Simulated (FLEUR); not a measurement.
# How the smearing moves the magnetism of CrIr3

Wanted: the cheapest choice of the smearing that holds the magnetic results of CrIr3.

Calculated with FLEUR MaX-R8.1; LDA (VWN); all-electron FLAPW, Dirac cores, scalar-relativistic bands.

## (1) Set-up

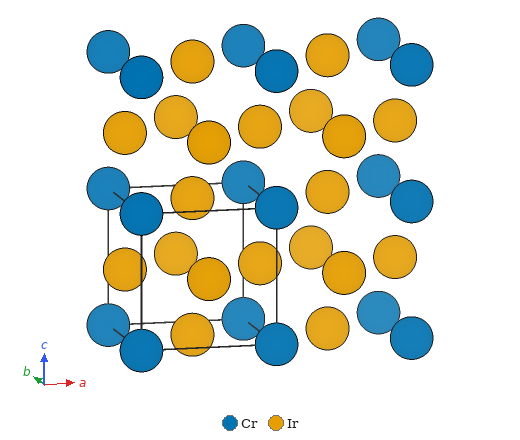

Start, viewed slightly off an axis; chromium blue, iridium orange. 2×1×2 cells are drawn. Some periodic images of atoms are drawn too.

The cell comes from a database of computed structures and need not be the stable phase.

## (2) Rung 1 (width 0.5 eV), start ferro +

A wide smearing converges easily but acts like a high temperature on the moments; each rung narrows it.

inpgen writes inp.xml from crystal.txt; cutoffs, mixing, functional, smearing and local orbitals are then set in the file. The k list default-1 (kpts.xml, not shown) is a Γ-centred 8×8×8 mesh; where the ranks do not divide the number of points, some are split in two of half the weight.

The input, inp.xml:

```
<?xml version="1.0" encoding="UTF-8" standalone="no"?>
<fleurInput fleurInputVersion="0.39">
   <comment>
      CrIr3
   </comment>
   <calculationSetup>
      <cutoffs Kmax="3.6" Gmax="10.8" GmaxXC="10.8" numbands="0"/>
      <scfLoop itmax="90" minDistance="0.00002" maxIterBroyd="15" imix="Anderson" alpha="0.1" precondParam="0.0" spinf="2.0" sdNocoIR="T"/>
      <coreElectrons ctail="T" frcor="F" kcrel="0" coretail_lmax="0"/>
      <xcFunctional name="vwn" relativisticCorrections="F"/>
      <magnetism jspins="2"/>
      <soc l_soc="F" theta="0.0" phi="0.0" spav="F"/>
      <expertModes spex="0" secvar="F"/>
      <geometryOptimization l_f="F" forcealpha="1.0" forcemix="BFGS" epsdisp="0.00001" epsforce="0.00001"/>
      <ldaU l_linMix="F" mixParam="0.05" spinf="1.0"/>
   </calculationSetup>
   <cell>
      <bzIntegration valenceElectrons="59.0" mode="hist" fermiSmearingEnergy="0.01837466">
         <kPointListSelection listName="default-1"/>
         <xi:include xmlns:xi="http://www.w3.org/2001/XInclude" href="kpts.xml"> </xi:include>
      </bzIntegration>
      <xi:include xmlns:xi="http://www.w3.org/2001/XInclude" href="sym.xml"> </xi:include>
      <bulkLattice scale="1.0">
         <bravaisMatrix>
            <row-1>    7.2076751127272773     0.0000000000000000     0.0000000000000000</row-1>
            <row-2>    0.0000000000000000     7.2076751127272773     0.0000000000000000</row-2>
            <row-3>    0.0000000000000000     0.0000000000000000     7.2076751127272773</row-3>
         </bravaisMatrix>
      </bulkLattice>
   </cell>
   <atomSpecies>
      <species name="Chromium (2.500" element="Cr" atomicNumber="24">
         <mtSphere radius="2.48" gridPoints="819" logIncrement="0.015"/>
         <atomicCutoffs lmax="10" lnonsphr="8"/>
         <electronConfig flipSpins="F">
            <coreConfig>(1s1/2) (2s1/2) (2p1/2) (2p3/2)</coreConfig>
            <valenceConfig>(3s1/2) (3p1/2) (3p3/2) (4s1/2) (3d3/2) (3d5/2)</valenceConfig>
            <stateOccupation state="(4s1/2)" spinUp="0.5" spinDown="0.5"/>
            <stateOccupation state="(3d3/2)" spinUp="1.0" spinDown="1.0"/>
            <stateOccupation state="(3d5/2)" spinUp="2.75" spinDown="0.25"/>
         </electronConfig>
         <energyParameters s="4" p="4" d="3" f="4"/>
         <lo type="SCLO" l="0" n="3" eDeriv="0"/>
         <lo type="SCLO" l="1" n="3" eDeriv="0"/>
      </species>
      <species name="Iridium (Ir)" element="Ir" atomicNumber="77">
         <mtSphere radius="2.48" gridPoints="819" logIncrement="0.016"/>
         <atomicCutoffs lmax="10" lnonsphr="8"/>
         <electronConfig flipSpins="F">
            <coreConfig>(1s1/2) (2s1/2) (2p1/2) (2p3/2) (3s1/2) (3p1/2) (3p3/2) (4s1/2) (3d3/2) (3d5/2) (4p1/2) (4p3/2) (5s1/2) (4d3/2) (4d5/2) (4f5/2) (4f7/2)</coreConfig>
            <valenceConfig>(5p1/2) (5p3/2) (6s1/2) (5d3/2) (5d5/2)</valenceConfig>
            <stateOccupation state="(5d3/2)" spinUp="1.400000" spinDown="1.400000"/>
            <stateOccupation state="(5d5/2)" spinUp="2.100000" spinDown="2.100000"/>
         </electronConfig>
         <energyParameters s="6" p="6" d="5" f="5"/>
         <lo type="SCLO" l="1" n="5" eDeriv="0"/>
      </species>
   </atomSpecies>
   <atomGroups>
      <atomGroup species="Chromium (2.500">
         <relPos label="                   1">.0000000000 .0000000000 .0000000000</relPos>
         <force calculate="T" relaxXYZ="TTT"/>
      </atomGroup>
      <atomGroup species="Iridium (Ir)">
         <relPos label="                   2">.0000000000 1.000/2.000 1.000/2.000</relPos>
         <relPos label="                   3">1.000/2.000 1.000/2.000 .0000000000</relPos>
         <relPos label="                   4">1.000/2.000 .0000000000 1.000/2.000</relPos>
         <force calculate="T" relaxXYZ="TTT"/>
      </atomGroup>
   </atomGroups>
   <output dos="F" band="F" slice="F">
      <bandDOS minEnergy="-.5*Htr" maxEnergy="0.5*Htr" sigma="0.015" storeEVData="T"/>
      <plotting iplot="0" polar="F">
         <plot TwoD="T" vec1="  1.0  0.0  0.0" vec2="  0.0  1.0  0.0" vec3="  0.0  0.0  1.0" zero="  0.0  0.0  0.0" file="plot"/>
      </plotting>
      <moessbauerParams electricFieldGradient="F" isomerShift="F" coreHyperfine="F" valenceHyperfine="F"/>
   </output>
</fleurInput>
```

The input, crystal.txt:

```
CrIr3
&input film=F cartesian=F /
3.81413741330  0.00000000000  0.00000000000
0.00000000000  3.81413741330  0.00000000000
0.00000000000  0.00000000000  3.81413741330
1.8897261246
1.0 1.0 1.0

4
24 0.00000000000  0.00000000000  0.00000000000 : 2.500
77 0.00000000000  0.50000000000  0.50000000000
77 0.50000000000  0.50000000000  0.00000000000
77 0.50000000000  0.00000000000  0.50000000000

&kpt div1=8 div2=8 div3=8 gamma=T /
```

On the command line:

```bash
> OMP_NUM_THREADS=1 inpgen -f crystal.txt > inpgen.log  # inp.xml is then edited as shown
> OMP_NUM_THREADS=1 mpirun -n 4 fleur_MPI > fleur.log
```

What it wrote:

```text
Welcome to FLEUR        (www.flapw.de)
      MaX-Release 8.1          (www.max-centre.eu)

 ========== k-point set info ==========
 Selected k-point list: default-1
 k-point list type: mesh
 0 x 0 x 0
 Number of k points: 36

 ------------Calculation Setup---------------------------
 Number of MPI-tasks      :            4
 Number of PE/node        :            4
 Number of OMP-threads    :            1
 k-points in parallel     :            4
 pe's per k-point         :            1
 No of k-point loops      :            9
 Eigenvalue solver        :       lapack
 Number of basis functions:          329
 Approximate size of matrices (H+S) per k-point:         0.002 GB
 --------------------------------------------------------
 Iteration:     1   Distance:      44.25332370 me/bohr^3
 Iteration:     2   Distance:      19.71810173 me/bohr^3
 Iteration:     3   Distance:      12.34688094 me/bohr^3
 Iteration:     4   Distance:      13.18244167 me/bohr^3
 Iteration:     5   Distance:       7.24316982 me/bohr^3
 Iteration:     6   Distance:       6.03342667 me/bohr^3
 Iteration:     7   Distance:       4.22500050 me/bohr^3
 Iteration:     8   Distance:       4.66289584 me/bohr^3
 Iteration:     9   Distance:       3.44263251 me/bohr^3
 Iteration:    10   Distance:       2.13883479 me/bohr^3
[... 15 iterations left out ...]
 Iteration:    26   Distance:       0.00146692 me/bohr^3
 Iteration:    27   Distance:       0.00181226 me/bohr^3
 Iteration:    28   Distance:       0.00018029 me/bohr^3
 Iteration:    29   Distance:       0.00005351 me/bohr^3
 Iteration:    30   Distance:       0.00005152 me/bohr^3
 Iteration:    31   Distance:       0.00004307 me/bohr^3
 Iteration:    32   Distance:       0.00004150 me/bohr^3
 Iteration:    33   Distance:       0.00003169 me/bohr^3
 Iteration:    34   Distance:       0.00002626 me/bohr^3
 Iteration:    35   Distance:       0.00001447 me/bohr^3

 ********************************************************************
 Run finished successfully
 Stop message:
   all done
 ********************************************************************

--- out.xml (last complete iteration) ---
<iteration numberForCurrentRun="   35" overallNumber="   35">
         [... left out ...]
         <bandgap value="0.0000052176" units="eV"/>
         <sumValenceSingleParticleEnergies value="-20.5721997111" units="Htr"/>
         <FermiEnergy value="0.5283605094" units="Htr"/>
         <valenceDensity>
            <mtCharges spin="1">
               <mtCharge atomType="1" total="6.5788305" s="1.1924981" p="3.2310436" d="2.1096483" f="0.0340214"/>
               <mtCharge atomType="2" total="6.7510680" s="0.2637299" p="3.2153403" d="3.2258418" f="0.0356734"/>
            </mtCharges>
            <mtCharges spin="2">
               <mtCharge atomType="1" total="6.5788234" s="1.1924980" p="3.2310435" d="2.1096414" f="0.0340214"/>
               <mtCharge atomType="2" total="6.7510686" s="0.2637299" p="3.2153403" d="3.2258423" f="0.0356734"/>
            </mtCharges>
            <spinDependentCharge spin="1" total="29.5000028" interstitial="2.6679681" mtSpheres="26.8320347"/>
            <spinDependentCharge spin="2" total="29.4999972" interstitial="2.6679680" mtSpheres="26.8320292"/>
            <totalCharge value="59.0000000000"/>
         </valenceDensity>
         [... left out ...]
         <magneticMomentsInMTSpheres units="muBohr">
            <globalMagMoment atomType="1" vec="0.00000   0.00000   0.00001"/>
            <localMagMoment atomType="1" vec="0.00000   0.00000   0.00001"/>
            <globalMagMoment atomType="2" vec="0.00000   0.00000   0.00000"/>
            <localMagMoment atomType="2" vec="0.00000   0.00000   0.00000"/>
         </magneticMomentsInMTSpheres>
         [... left out ...]
         <totalEnergy value="   -54593.2345578169" units="Htr">
            <sumOfEigenvalues value="   -33437.4324394866">
               <coreElectrons value="-33416.8602397755"/>
               <valenceElectrons value="-20.5721997111"/>
            </sumOfEigenvalues>
            <densityCoulombPotentialIntegral value="-94099.3424641831"/>
            <densityEffectivePotentialIntegral value="-95511.6268791832"/>
            <chargeDenXCDenIntegral value="-1064.0322536663"/>
            <FockExchangeEnergyValence value="0.0000000000"/>
            <FockExchangeEnergyCore value="0.0000000000"/>
         [... left out ...]
            <tkbTimesEntropy value="0.1313994987"/>
            <freeEnergy value="-54593.3659573156"/>
            <extrapolationTo0K value="-54593.3002575662"/>
         </totalEnergy>
         <densityConvergence units="me/bohr^3">
            <chargeDensity spin="1" distance="0.0000088948"/>
            <chargeDensity spin="2" distance="0.0000079618"/>
            <overallChargeDensity distance="0.0000086987"/>
            <spinDensity distance="0.0000144689"/>
         </densityConvergence>
      </iteration>
```

It took 61 s on 4 MPI ranks of Arm Neoverse V1, shared host; peak memory 0.23 GiB.

The spin moment in the muffin-tin sphere vanishes on all atoms.

Read from the output:

* free energy: -1485561.1675 eV
* program's band gap on this mesh (in a metal only a level spacing): 5.22e-6 eV
* final state: non-magnetic

After 35 cycles the seed has died away: no moment is left.

## (3) Rung 2 (width 0.25 eV), start ferro +

inp.xml: that of step 2 with these lines changed.

```diff
@@ -17,3 +17,3 @@
    <cell>
-      <bzIntegration valenceElectrons="59.0" mode="hist" fermiSmearingEnergy="0.01837466">
+      <bzIntegration valenceElectrons="59.0" mode="hist" fermiSmearingEnergy="0.00918733">
          <kPointListSelection listName="default-1"/>
```

crystal.txt is that of step 2.

What it wrote:

```text
[banner, memory and clock lines left out]
Welcome to FLEUR        (www.flapw.de)
      MaX-Release 8.1          (www.max-centre.eu)

 ========== k-point set info ==========
 Selected k-point list: default-1
 k-point list type: mesh
 0 x 0 x 0
 Number of k points: 36

 [... set-up left out ...]
 Iteration:     1   Distance:      46.02882704 me/bohr^3
 Iteration:     2   Distance:      21.26201805 me/bohr^3
 Iteration:     3   Distance:      13.05377873 me/bohr^3
 Iteration:     4   Distance:      11.40238090 me/bohr^3
 Iteration:     5   Distance:       5.20958282 me/bohr^3
 Iteration:     6   Distance:       9.56283900 me/bohr^3
 Iteration:     7   Distance:       2.29986583 me/bohr^3
 Iteration:     8   Distance:       2.33612080 me/bohr^3
[... lines left out ...]
 Iteration:    23   Distance:       0.00304101 me/bohr^3
 Iteration:    24   Distance:       0.00042484 me/bohr^3
 Iteration:    25   Distance:       0.00011387 me/bohr^3
 Iteration:    26   Distance:       0.00020777 me/bohr^3
 Iteration:    27   Distance:       0.00005036 me/bohr^3
 Iteration:    28   Distance:       0.00000866 me/bohr^3

 ********************************************************************
 Run finished successfully
 Stop message:
   all done
 ********************************************************************

--- out.xml (last complete iteration) ---
<iteration numberForCurrentRun="   28" overallNumber="   28">
         [... left out ...]
         <bandgap value="0.0014580584" units="eV"/>
         <sumValenceSingleParticleEnergies value="-20.7073438867" units="Htr"/>
         <FermiEnergy value="0.5271587904" units="Htr"/>
         [... left out ...]
         <magneticMomentsInMTSpheres units="muBohr">
            <globalMagMoment atomType="1" vec="0.00000   0.00000   1.20915"/>
            <globalMagMoment atomType="2" vec="0.00000   0.00000  -0.08287"/>
         </magneticMomentsInMTSpheres>
         [... left out ...]
         <totalEnergy value="   -54593.2880902663" units="Htr">
            <sumOfEigenvalues value="   -33437.8948815759">
               <coreElectrons value="-33417.1875376893"/>
               <valenceElectrons value="-20.7073438867"/>
            </sumOfEigenvalues>
         [... left out ...]
            <freeEnergy value="-54593.3175120228"/>
            <extrapolationTo0K value="-54593.3028011446"/>
         </totalEnergy>
         <densityConvergence units="me/bohr^3">
            <chargeDensity spin="1" distance="0.0000057512"/>
            <chargeDensity spin="2" distance="0.0000037426"/>
            <overallChargeDensity distance="0.0000043701"/>
            <spinDensity distance="0.0000086642"/>
         </densityConvergence>
      </iteration>
```

Elapsed: 49 s, on 4 MPI ranks; peak memory 0.23 GiB; 3.2 min of CPU time.

Spin moment in the muffin-tin sphere by atom:

```tsv
atom	spin moment in the muffin-tin sphere (μB)
Cr1	1.21
Ir2	-0.08
Ir3	-0.08
Ir4	-0.08
```

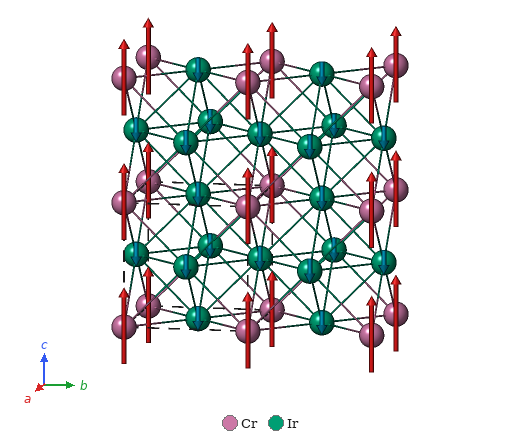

Spin moment in the muffin-tin sphere as arrows, the longest 1.21 μB. Up and down stand for the sign. Arrows give size and sign along the axis of quantisation, drawn up and down the page. Each arrow also spans its atom, so small moments look longer than they are. The two directions have two colours. 1×2×2 cells are drawn. Some periodic images of atoms are drawn too.

This step gave:

```
free energy                                                       : -1485559.8493 eV
program's band gap on this mesh (in a metal only a level spacing) : 0.001458 eV
magnetization                                                     : 0.9763 μB
final state                                                       : ferromagnetic, with opposed induced moments
```

The largest moment moves by +1.21 μB from rung 1, at 0.79 times its CPU time.

## (4) Rung 3 (width 0.12 eV), start ferro +

inp.xml: that of step 3 with these lines changed.

```diff
@@ -17,3 +17,3 @@
    <cell>
-      <bzIntegration valenceElectrons="59.0" mode="hist" fermiSmearingEnergy="0.00918733">
+      <bzIntegration valenceElectrons="59.0" mode="hist" fermiSmearingEnergy="0.00440992">
          <kPointListSelection listName="default-1"/>
```

crystal.txt is that of step 3.

What it wrote:

```text
[banner, memory and clock lines left out]
Welcome to FLEUR        (www.flapw.de)
      MaX-Release 8.1          (www.max-centre.eu)

 ========== k-point set info ==========
 Selected k-point list: default-1
 k-point list type: mesh
 0 x 0 x 0
 Number of k points: 36

 [... set-up left out ...]
 Iteration:     1   Distance:      46.23335739 me/bohr^3
 Iteration:     2   Distance:      20.94436791 me/bohr^3
 Iteration:     3   Distance:      12.89329591 me/bohr^3
 Iteration:     4   Distance:      10.56968345 me/bohr^3
 Iteration:     5   Distance:       5.13177059 me/bohr^3
[...]
<sumOfEigenvalues value="   -33437.9735310144">
               <coreElectrons value="-33417.2401397585"/>
               <valenceElectrons value="-20.7333912559"/>
            </sumOfEigenvalues>
         [... left out ...]
            <freeEnergy value="-54593.3071881330"/>
            <extrapolationTo0K value="-54593.3044993847"/>
         </totalEnergy>
         <densityConvergence units="me/bohr^3">
            <chargeDensity spin="1" distance="0.0000029139"/>
            <chargeDensity spin="2" distance="0.0000125063"/>
            <overallChargeDensity distance="0.0000108445"/>
            <spinDensity distance="0.0000145670"/>
         </densityConvergence>
      </iteration>
```

Run time: 42 s. Hardware: 4 MPI ranks; peak memory 0.23 GiB; 2.8 min of CPU time.

Numbers from this step:

```yaml
free_energy: -1485559.5683 eV
program_s_band_gap_on_this_mesh_in_a_metal_only_a_level_spacing: 0.01047 eV
magnetization: 1.165 μB
final_state: ferromagnetic, with opposed induced moments
largest_moment: 1.527 μB
```

The largest moment moves by +0.32 μB from rung 2, at 0.87 times its CPU time.

## (5) Rung 4 (width 0.05 eV), start ferro +

inp.xml: that of step 4 with these lines changed.

```diff
@@ -17,3 +17,3 @@
    <cell>
-      <bzIntegration valenceElectrons="59.0" mode="hist" fermiSmearingEnergy="0.00440992">
+      <bzIntegration valenceElectrons="59.0" mode="hist" fermiSmearingEnergy="0.00183747">
          <kPointListSelection listName="default-1"/>
```

crystal.txt is that of step 4.

What it wrote:

```text
[banner, memory and clock lines left out]
Welcome to FLEUR        (www.flapw.de)
      MaX-Release 8.1          (www.max-centre.eu)

 ========== k-point set info ==========
 Selected k-point list: default-1
 k-point list type: mesh
 0 x 0 x 0
 Number of k points: 36

 [... set-up left out ...]
 Iteration:     1   Distance:      46.23255797 me/bohr^3
 Iteration:     2   Distance:      20.69390196 me/bohr^3
 Iteration:     3   Distance:      12.75532320 me/bohr^3
 Iteration:     4   Distance:      10.33284912 me/bohr^3
 Iteration:     5   Distance:       5.12147700 me/bohr^3
[...]
<sumOfEigenvalues value="   -33438.0022880279">
               <coreElectrons value="-33417.2630481625"/>
               <valenceElectrons value="-20.7392398653"/>
            </sumOfEigenvalues>
         [... left out ...]
            <freeEnergy value="-54593.3051249218"/>
            <extrapolationTo0K value="-54593.3047364448"/>
         </totalEnergy>
         <densityConvergence units="me/bohr^3">
            <chargeDensity spin="1" distance="0.0000052809"/>
            <chargeDensity spin="2" distance="0.0000117720"/>
            <overallChargeDensity distance="0.0000124203"/>
            <spinDensity distance="0.0000133669"/>
         </densityConvergence>
      </iteration>
```

It took 40 s on 4 MPI ranks; peak memory 0.23 GiB.

This step gave:

| Item | Value |
| --- | --- |
| free energy | -1485559.5122 eV |
| program's band gap on this mesh (in a metal only a level spacing) | 0.02085 eV |
| magnetization | 1.193 μB |
| final state | ferromagnetic, with opposed induced moments |
| largest moment | 1.573 μB |

The largest moment moves by +0.05 μB from rung 3, at 0.95 times its CPU time.

(Continued in part 2 of 2.)

[Logs and program files are shortened in this print: banners, set-up blocks, solver, clock and traceback lines can be left out without a mark of their own.]

[Logs are printed without paths, hosts, clocks, repeated set-up lines and the standing remarks that a program may print on its own settings, such as how far it seeks lower states.]

[Hosts, paths, dates, database ids (printed as entryN), source tags and the programs' standing remarks are cut or masked in the printed files.]

[Where a cell is said to come from a database of computed structures, the database is the Materials Project.]
